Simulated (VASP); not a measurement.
Energy against volume of InP (zinc blende). These are PBEsol GGA, VASP's PBE PAW potentials (set 64) (plane waves; VASP) values and carry that method's errors.

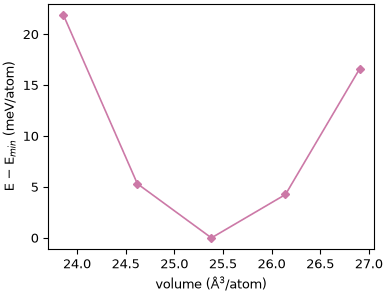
Energy against volume

Problem. Estimate the equilibrium volume and the bulk modulus.

Solution. The minimum lies near 25.4 Å³/atom, and the curvature gives B0 of about 67 GPa.

Measured: bulk modulus 72.0 GPa at 0 K (computed value off by -7.5 %), as given by Daniel Mejia-Rodriguez et al., Physical Review B (2018), arXiv:1807.09216 [0 K value with the zero-point phonon effect removed]; a 5.858 Å at 0 K (computed value off by +0.4 %), as given by Daniel Mejia-Rodriguez et al., Physical Review B (2018), arXiv:1807.09216 [static lattice: zero-point anharmonic expansion removed].

The compound is InP in the zinc blende structure. It was relaxed first.
